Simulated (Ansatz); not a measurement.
# GeH3Br + HCl: a complex and its separated parts, part 2 of 2

Ansatz 0.2.0, Gaussian basis.

### Step 14. wB97X-V/def2-TZVPP

The inputs:

parta/in.yaml

```yaml
crystal:
  periodic: [false, false, false]
  atoms:
    - {symbol: Ge, position_ang: [-0.571827, 0.697288, -0.608052]}
    - {symbol: H, position_ang: [-0.920089, 1.766388, -1.647880]}
    - {symbol: H, position_ang: [-0.888117, 1.168338, 0.814464]}
    - {symbol: H, position_ang: [-1.248271, -0.639893, -0.924045]}
    - {symbol: Br, position_ang: [1.708546, 0.352145, -0.721475]}
basis:
  gaussian: {orbitals: def2-TZVPP}
hamiltonian: {xc: {name: wB97X-V}}
```

partb/in.yaml

```yaml
crystal:
  periodic: [false, false, false]
  atoms:
    - {symbol: Cl, position_ang: [0.630385, -2.016156, 1.970033]}
    - {symbol: H, position_ang: [1.289272, -1.328109, 1.116953]}
basis:
  gaussian: {orbitals: def2-TZVPP}
hamiltonian: {xc: {name: wB97X-V}}
```

One command serves all of them, each in its own folder.

The run is started by

```
$ ansatz run in.yaml --threads 4 --pin off --events-out ev --progress --plain --max-ram 9574MiB
```

parta printed, shortened:

```text
Functional definition: wB97X-V
  name "wB97X-V"
  cite "Mardirossian & Head-Gordon, Phys. Chem. Chem. Phys. 16, 9904 (2014) doi:10.1039/C3CP54374A"
  cite "Becke, J. Chem. Phys. 107, 8554 (1997) doi:10.1063/1.475007"
  cite "Vydrov & Van Voorhis, J. Chem. Phys. 133, 244103 (2010) doi:10.1063/1.3521275"
[...]
      + integral(e_c_pw_opposite_spin*poly(b97_u_opposite, cos0, cos1)) + vv10(b, c)
979 factors; their error is unknown
174 factors; integrals over basis functions are off by at most 6.6e-5 eV
[...]
mean field -126602.82667791 eV, -4652.5680659351 hartree, gradient 6.5e-5 eV, S^2 0.000000; 0 other end points of the search recorded, 0 dependent functions left out
reference -126602.82667633 eV, -4652.5680658769 hartree; 35, 35 occupied and 103, 103 virtual orbitals, 979 factors
Total energy: -126602.82667633 eV, -4652.5680658769 hartree
```

partb printed, shortened:

```text
[... 5 set-up lines as earlier in the session ...]
[...]
      + integral(e_c_pw_opposite_spin*poly(b97_u_opposite, cos0, cos1)) + vv10(b, c)
369 factors; their error is unknown
62 factors; integrals over basis functions are off by at most 9.0e-5 eV
[...]
mean field -12537.61273529 eV, -460.7487697228 hartree, gradient 5.7e-5 eV, S^2 0.000000; 0 other end points of the search recorded, 0 dependent functions left out
reference -12537.61273434 eV, -460.7487696879 hartree; 9, 9 occupied and 47, 47 virtual orbitals, 369 factors
Total energy: -12537.61273434 eV, -460.7487696879 hartree
```

They took 3 s (parta), 0.4 s (partb) on 4 threads of Arm Neoverse V1, shared host.

### Step 15. wB97M-V/def2-TZVPP

The same edit goes into each in.yaml of step 14 (parta, partb):

```diff
-hamiltonian: {xc: {name: wB97X-V}}
+hamiltonian: {xc: {name: wB97M-V}}
```

Each run has its own folder and the same command.

The run is started by

```
$ ansatz run in.yaml --threads 4 --pin off --events-out ev --progress --plain --max-ram 9574MiB
```

Log of parta, shortened:

```text
Functional definition: wB97M-V
  name "wB97M-V"
  cite "Mardirossian & Head-Gordon, J. Chem. Phys. 144, 214110 (2016) doi:10.1063/1.4952647"
[... 2 set-up lines as earlier in the session ...]
  # Of w^i u^j: cxij and so on, Table III.
[...]
  gx(w, u) = 1 - cx + cx01*u + cx10*w
[...]
      + integral(e_c_pw_mod_opposite_spin*gos(b97_w_opposite, b97_u_opposite)) + vv10(b, c)
971 factors; their error is unknown
174 factors; integrals over basis functions are off by at most 6.6e-5 eV
[...]
mean field -126606.99584985 eV, -4652.7212801779 hartree, gradient 5.4e-5 eV, S^2 0.000000; 0 other end points of the search recorded, 0 dependent functions left out
reference -126606.99588813 eV, -4652.7212815845 hartree; 35, 35 occupied and 103, 103 virtual orbitals, 971 factors
Total energy: -126606.99588813 eV, -4652.7212815845 hartree
```

Log of partb, shortened:

```text
[... 5 set-up lines as earlier in the session ...]
  # Of w^i u^j: cxij and so on, Table III.
[...]
  gx(w, u) = 1 - cx + cx01*u + cx10*w
[...]
      + integral(e_c_pw_mod_opposite_spin*gos(b97_w_opposite, b97_u_opposite)) + vv10(b, c)
369 factors; their error is unknown
62 factors; integrals over basis functions are off by at most 9.0e-5 eV
[...]
mean field -12538.73839323 eV, -460.7901368889 hartree, gradient 5.7e-5 eV, S^2 0.000000; 0 other end points of the search recorded, 0 dependent functions left out
reference -12538.73841627 eV, -460.7901377359 hartree; 9, 9 occupied and 47, 47 virtual orbitals, 369 factors
Total energy: -12538.73841627 eV, -460.7901377359 hartree
```

Times: 3.6 s (parta), 0.45 s (partb) on 4 threads of Arm Neoverse V1, shared host.

### Step 16. B2PLYP/def2-TZVPP

Each input of step 15 (parta, partb) changes in the same lines:

```diff
-hamiltonian: {xc: {name: wB97M-V}}
+hamiltonian: {xc: {name: B2PLYP}}
```

Each run has its own folder and the same command.

The run is started by

```
$ ansatz run in.yaml --threads 4 --pin off --events-out ev --progress --plain --max-ram 9574MiB
```

Output in parta, shortened:

```text
Functional definition: B2PLYP
  name "B2PLYP"
  cite "Grimme, J. Chem. Phys. 124, 034108 (2006) doi:10.1063/1.2148954"
[... 2 set-up lines as earlier in the session ...]
[...]
872 factors; integrals over basis functions are off by at most 9.3e-4 eV
[...]
mean field -126589.08844696 eV, -4652.0631952597 hartree, gradient 4.2e-6 eV, S^2 0.000000; 0 other end points of the search recorded, 0 dependent functions left out
18 core orbitals not correlated: weight in the atoms' cores, before any rotation towards them, 1.000 or more for the frozen orbitals, at most 0.000 for the correlated occupied ones
reference -126589.08859506 eV, -4652.0632007025 hartree; 17, 17 occupied and 103, 103 virtual orbitals, 872 factors
second order -17.57852614 eV of doubles, -0.00000000 eV of singles
Total energy: -126593.83479712 eV, -4652.2376204109 hartree
```

partb printed, shortened:

```text
[... 5 set-up lines as earlier in the session ...]
[...]
322 factors; integrals over basis functions are off by at most 1.4e-3 eV
[...]
mean field -12534.13737312 eV, -460.6210525185 hartree, gradient 9.7e-6 eV, S^2 0.000000; 0 other end points of the search recorded, 0 dependent functions left out
5 core orbitals not correlated: weight in the atoms' cores, before any rotation towards them, 1.000 or more for the frozen orbitals, at most 0.000 for the correlated occupied ones
reference -12534.13746987 eV, -460.6210560743 hartree; 4, 4 occupied and 47, 47 virtual orbitals, 322 factors
second order -6.68489633 eV of doubles, -0.00000000 eV of singles
Total energy: -12535.94239188 eV, -460.6873857347 hartree
```

Wall times: 1.8 s (parta), 0.25 s (partb) on 4 threads of Arm Neoverse V1, shared host.

### Step 17. PBE-QIDH/def2-TZVPP

Each input of step 16 (parta, partb) changes in the same lines:

```diff
-hamiltonian: {xc: {name: B2PLYP}}
+hamiltonian: {xc: {name: PBE-QIDH}}
```

The same command starts each run, in its folder.

The run is started by

```
$ ansatz run in.yaml --threads 4 --pin off --events-out ev --progress --plain --max-ram 9574MiB
```

Log of parta, shortened:

```text
Functional definition: PBE-QIDH
  name "PBE-QIDH"
  cite "Brémond, Sancho-García, Pérez-Jiménez & Adamo, J. Chem. Phys. 141, 031101 (2014) doi:10.1063/1.4890314"
[... 1 set-up line as earlier in the session ...]
[...]
872 factors; integrals over basis functions are off by at most 9.3e-4 eV
[...]
mean field -126576.36450898 eV, -4651.5955991635 hartree, gradient 7.6e-6 eV, S^2 0.000000; 0 other end points of the search recorded, 0 dependent functions left out
18 core orbitals not correlated: weight in the atoms' cores, before any rotation towards them, 1.000 or more for the frozen orbitals, at most 0.000 for the correlated occupied ones
reference -126576.36451967 eV, -4651.5955995564 hartree; 17, 17 occupied and 103, 103 virtual orbitals, 872 factors
second order -16.39995122 eV of doubles, -0.00000000 eV of singles
Total energy: -126581.83117007 eV, -4651.7964952534 hartree
```

Output in partb, shortened:

```text
[... 4 set-up lines as earlier in the session ...]
[...]
322 factors; integrals over basis functions are off by at most 1.4e-3 eV
[...]
mean field -12531.03298753 eV, -460.5069684527 hartree, gradient 2.4e-6 eV, S^2 0.000000; 0 other end points of the search recorded, 0 dependent functions left out
5 core orbitals not correlated: weight in the atoms' cores, before any rotation towards them, 1.000 or more for the frozen orbitals, at most 0.000 for the correlated occupied ones
reference -12531.03299390 eV, -460.5069686867 hartree; 4, 4 occupied and 47, 47 virtual orbitals, 322 factors
second order -6.22513430 eV of doubles, -0.00000000 eV of singles
Total energy: -12533.10803867 eV, -460.5832251754 hartree
```

They took 1.8 s (parta), 0.25 s (partb) on 4 threads of Arm Neoverse V1, shared host.

### Step 18. RPA on PBE/def2-TZVPP

The same edit goes into each in.yaml of step 17 (parta, partb):

```diff
-hamiltonian: {xc: {name: PBE-QIDH}}
+hamiltonian: {xc: pbe}
+correlation: {method: rpa}
```

The same command starts each run, in its folder.

The run is started by

```
$ ansatz run in.yaml --threads 4 --pin off --events-out ev --progress --plain --max-ram 9574MiB
```

Log of parta, shortened:

```text
[... 4 set-up lines as earlier in the session ...]
[...]
872 factors; integrals over basis functions are off by at most 9.3e-4 eV
[...]
mean field -126595.04017703 eV, -4652.2819173056 hartree, gradient 3.8e-6 eV, S^2 0.000000; 0 other end points of the search recorded, 0 dependent functions left out
18 core orbitals not correlated: weight in the atoms' cores, before any rotation towards them, 1.000 or more for the frozen orbitals, at most 0.000 for the correlated occupied ones
reference -126520.00372937 eV, -4649.5243787156 hartree; 17, 17 occupied and 103, 103 virtual orbitals, 872 factors
Total energy: -126543.04792221 eV, -4650.3712371827 hartree
```

partb printed, shortened:

```text
[... 4 set-up lines as earlier in the session ...]
[...]
322 factors; integrals over basis functions are off by at most 1.4e-3 eV
[...]
mean field -12534.30960297 eV, -460.6273818491 hartree, gradient 3.3e-6 eV, S^2 0.000000; 0 other end points of the search recorded, 0 dependent functions left out
5 core orbitals not correlated: weight in the atoms' cores, before any rotation towards them, 1.000 or more for the frozen orbitals, at most 0.000 for the correlated occupied ones
reference -12519.65927971 eV, -460.0889923994 hartree; 4, 4 occupied and 47, 47 virtual orbitals, 322 factors
Total energy: -12529.02201575 eV, -460.4330666028 hartree
```

Times: 1.4 s (parta), 0.25 s (partb) on 4 threads of Arm Neoverse V1, shared host.

### Step 19. CCSD(T)/def2-TZVPP

Each input of step 18 (parta, partb) changes in the same lines:

```diff
-hamiltonian: {xc: pbe}
-correlation: {method: rpa}
+correlation: {method: ccsd_t}
```

One command serves all of them, each in its own folder.

The run is started by

```
$ ansatz run in.yaml --threads 4 --pin off --events-out ev --progress --plain --max-ram 9574MiB
```

parta printed, shortened:

```text
Functional definition: HF
  name "HF"
  cite "Fock, Z. Phys. 61, 126 (1930) doi:10.1007/BF01340294"
[... 1 set-up line as earlier in the session ...]
[...]
872 factors; integrals over basis functions are off by at most 9.3e-4 eV
[...]
mean field -126521.20885816 eV, -4649.5686663819 hartree, gradient 3.4e-6 eV, S^2 0.000000; 0 other end points of the search recorded, 0 dependent functions left out
18 core orbitals not correlated: weight in the atoms' cores, before any rotation towards them, 1.000 or more for the frozen orbitals, at most 0.000 for the correlated occupied ones
reference -126521.20885816 eV, -4649.5686663819 hartree; 17, 17 occupied and 103, 103 virtual orbitals, 872 factors
second order -14.65540430 eV of doubles, -0.00000000 eV of singles
cycle   1  -14.66827674 eV  change   -1.3e-2 eV  update   8.1e-2
[...]
cycle   8  -15.14699754 eV  change   -2.8e-5 eV  update   1.9e-5
perturbative correction -0.49662261 eV, -0.0182505442 hartree
Total energy: -126536.85247830 eV, -4650.1435588186 hartree
```

Log of partb, shortened:

```text
[... 4 set-up lines as earlier in the session ...]
[...]
322 factors; integrals over basis functions are off by at most 1.4e-3 eV
[...]
mean field -12519.93382110 eV, -460.0990816093 hartree, gradient 2.9e-6 eV, S^2 0.000000; 0 other end points of the search recorded, 0 dependent functions left out
5 core orbitals not correlated: weight in the atoms' cores, before any rotation towards them, 1.000 or more for the frozen orbitals, at most 0.000 for the correlated occupied ones
reference -12519.93382110 eV, -460.0990816093 hartree; 4, 4 occupied and 47, 47 virtual orbitals, 322 factors
second order -5.53924697 eV of doubles, -0.00000000 eV of singles
cycle   1  -5.96027312 eV  change   -4.2e-1 eV  update   3.9e-2
[...]
cycle   7  -6.10180974 eV  change   -5.8e-6 eV  update   7.9e-6
perturbative correction -0.21571968 eV, -0.0079275519 hartree
Total energy: -12526.25135051 eV, -460.3312465333 hartree
```

Wall times: 5.5 s (parta), 0.2 s (partb) on 4 threads of Arm Neoverse V1, shared host; peak memory 0.58 GiB.

### Step 20. Vibrations of GeH3Br

Input file vib-parta/in.yaml:

```yaml
crystal:
  periodic: [false, false, false]
  atoms:
    - {symbol: Ge, position_ang: [-0.571827, 0.697288, -0.608052]}
    - {symbol: H, position_ang: [-0.920089, 1.766388, -1.647880]}
    - {symbol: H, position_ang: [-0.888117, 1.168338, 0.814464]}
    - {symbol: H, position_ang: [-1.248271, -0.639893, -0.924045]}
    - {symbol: Br, position_ang: [1.708546, 0.352145, -0.721475]}
basis:
  gaussian: {orbitals: def2-TZVP}
hamiltonian: {xc: pbe0, dispersion: d4}
phonons: {temperatures: {t_min: 298.15, t_max: 900, t_step: 200}}
```

The run is started by

```
$ ansatz run in.yaml --threads 4 --pin off --events-out ev --progress --plain --max-ram 9574MiB
```

The program printed, shortened:

```text
[... 5 set-up lines as earlier in the session ...]
[...]
946 factors; their error is unknown
[...]
mean field -126599.07699559 eV, -4652.4302676513 hartree, gradient 6.3e-5 eV, S^2 0.000000; 0 other end points of the search recorded, 0 dependent functions left out
[...]
Atom 2 at    -0.888117     1.168338     0.814464 Å, force    -0.000441     0.000510     0.001481 eV/Å
Atom 3 at    -1.248271    -0.639893    -0.924045 Å, force    -0.000815    -0.001370    -0.000326 eV/Å
Atom 4 at     1.708546     0.352145    -0.721475 Å, force     0.001218    -0.000186    -0.000059 eV/Å
Dipole moment:    -0.389812     0.058997     0.019391 e Å
Vibrations: 309.00 571.70 571.71 832.68 870.00 870.07 2176.99 2189.51 2189.53 cm⁻¹, zero-point energy 0.655950 eV
```

Wall time 16 s (4 threads of Arm Neoverse V1, shared host).

Wavenumbers and character of the modes:

```
mode  wavenumber (cm⁻¹)      character
   1                309  Ge–Br stretch
   2                572           bend
   3                572           bend
   4                833           bend
   5                870           bend
   6                870           bend
   7               2177   Ge–H stretch
   8               2190   Ge–H stretch
   9               2190   Ge–H stretch
```

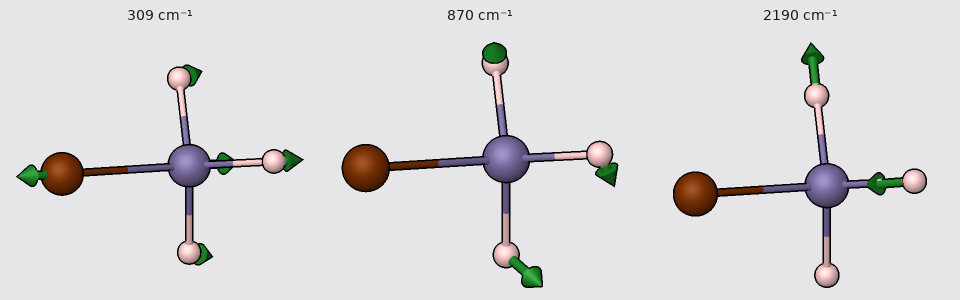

How the atoms move in 3 of the modes.

Vibrational sums (real modes only):

| T (K) | entropy (J/mol/K) | heat capacity (J/mol/K) |
| --- | --- | --- |
| 298 | 12.0 | 23.2 |
| 498 | 27.8 | 38.2 |
| 698 | 42.3 | 47.9 |
| 898 | 55.3 | 54.8 |

### Step 21. Vibrations of HCl

Input file vib-partb/in.yaml:

```yaml
crystal:
  periodic: [false, false, false]
  atoms:
    - {symbol: Cl, position_ang: [0.630385, -2.016156, 1.970033]}
    - {symbol: H, position_ang: [1.289272, -1.328109, 1.116953]}
basis:
  gaussian: {orbitals: def2-TZVP}
hamiltonian: {xc: pbe0, dispersion: d4}
phonons: {temperatures: {t_min: 298.15, t_max: 900, t_step: 200}}
```

The run is started by

```
$ ansatz run in.yaml --threads 4 --pin off --events-out ev --progress --plain --max-ram 9574MiB
```

The program printed, shortened:

```text
[... 5 set-up lines as earlier in the session ...]
[...]
312 factors; their error is unknown
[...]
mean field -12535.31645835 eV, -460.6643831019 hartree, gradient 4.2e-5 eV, S^2 0.000000; 0 other end points of the search recorded, 0 dependent functions left out
[...]
reference -12535.31636703 eV, -460.6643797457 hartree; 9, 9 occupied and 34, 34 virtual orbitals, 312 factors
Total energy: -12535.32105154 eV, -460.6645518983 hartree
Atom 0 at     0.630385    -2.016156     1.970033 Å, force    -0.001438    -0.001502     0.001862 eV/Å
Atom 1 at     1.289272    -1.328109     1.116953 Å, force     0.001438     0.001502    -0.001862 eV/Å
Dipole moment:     0.135302     0.141290    -0.175179 e Å
Vibrations: 2997.70 cm⁻¹, zero-point energy 0.185834 eV
```

Run time: 1.1 s. Hardware: 4 threads of Arm Neoverse V1, shared host.

Wavenumbers and character of the modes:

```csv
mode,wavenumber (cm⁻¹),character
1,2998,Cl–H stretch
```

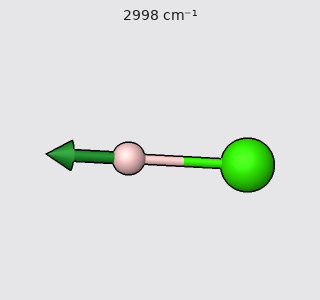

How the atoms move in 1 of the modes.

Vibrational sums (real modes only):

| T (K) | entropy (J/mol/K) | heat capacity (J/mol/K) |
| --- | --- | --- |
| 298 | 0.0 | 0.0 |
| 498 | 0.0 | 0.1 |
| 698 | 0.1 | 0.7 |
| 898 | 0.4 | 1.6 |

### Step 22. Complex less separated parts

The complex's own energies come from single points at the same levels.

Rows are in def2-TZVPP; times add the 3 runs of a level on a shared host, so small differences are noise.

Differences are taken before rounding.

```csv
method,rung,complex less parts (kcal/mol),from CCSD(T) (kcal/mol),time
SPW92,LDA,-6.13,-3.18,1.5 s
PBE-D4,GGA,-4.43,-1.49,2.4 s
BLYP-D4,GGA,-4.14,-1.20,2.4 s
r2SCAN-D4,meta-GGA,-3.58,-0.64,5.9 s
B97M-V,meta-GGA,-3.33,-0.39,11 s
PBE0-D4,hybrid,-3.86,-0.91,4.1 s
B3LYP-D4,hybrid,-3.85,-0.91,3.7 s
r2SCAN0-D4,hybrid,-3.38,-0.44,6.8 s
BHLYP-D4,hybrid,-3.59,-0.65,3.7 s
CAM-B3LYP-D4,range-separated hybrid,-3.57,-0.62,4.2 s
wB97X-V,range-separated hybrid,-3.27,-0.33,9.9 s
wB97M-V,range-separated hybrid,-3.39,-0.44,12 s
B2PLYP,double hybrid,-2.36,+0.58,6.1 s
PBE-QIDH,double hybrid,-2.88,+0.07,6.5 s
RPA on PBE,RPA,-2.20,+0.74,5.1 s
Hartree-Fock,wavefunction,0.24,+3.18,
MP2,wavefunction,-3.54,-0.60,
CCSD,wavefunction,-2.45,+0.50,
CCSD(T),wavefunction,-2.94,0,89 s
```

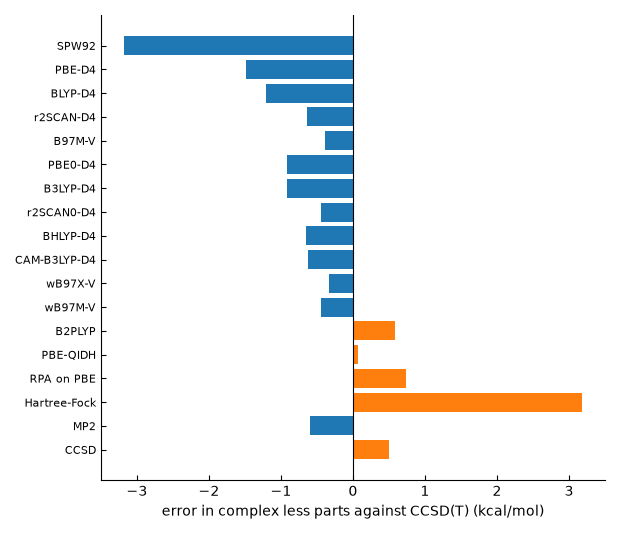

Error of each method against CCSD(T).

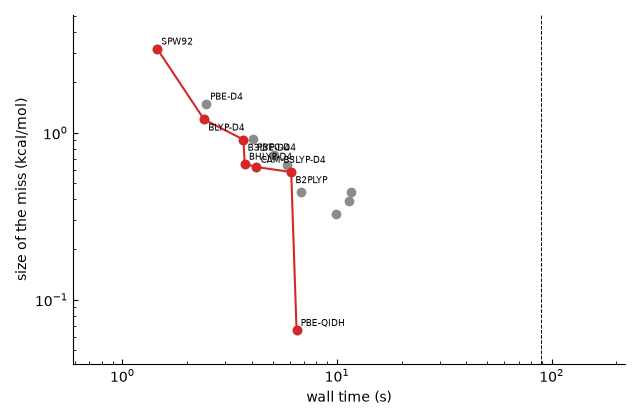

Miss against cost. Red marks the levels that no quicker level drawn beats (of those quicker than the yardstick), and the dashed line is the time of CCSD(T). Only those levels and the largest misses are named. Times are from a shared host.

For cost: PBE-QIDH gets within 0.07 kcal/mol in 6.5 s, where CCSD(T) took 89 s; the quickest level in the cost chart, SPW92, takes 1.5 s and misses by 3.18 kcal/mol.

The complex's zero-point energy, from a separate PBE0-D4 run, is 0.881 eV.

### Step 23. What came out

What follows sums up all 2 parts.

| quantity | value |
| --- | --- |
| complex less parts, CCSD(T)/def2-TZVPP | -2.94 kcal/mol |
| with zero-point energy | -2.04 kcal/mol |
| largest T1 diagnostic | 0.009 |

**Reading.** At CCSD(T) the complex lies 2.94 kcal/mol below its parts. The functionals run from PBE-QIDH, off by +0.07 kcal/mol, to SPW92, off by -3.18 kcal/mol, against CCSD(T). Mean unsigned error by rung: LDA 3.18, GGA 1.35, meta-GGA 0.52, hybrid 0.73, range-separated hybrid 0.46, double hybrid 0.32 kcal/mol. PBE-D4 gives a relative energy 1.49 kcal/mol too low, an error of 51 % of the reference. No counterpoise was applied, and triple zeta lacks some correlation, so the CCSD(T) reference has a basis error of its own, and close matches with it are partly luck.
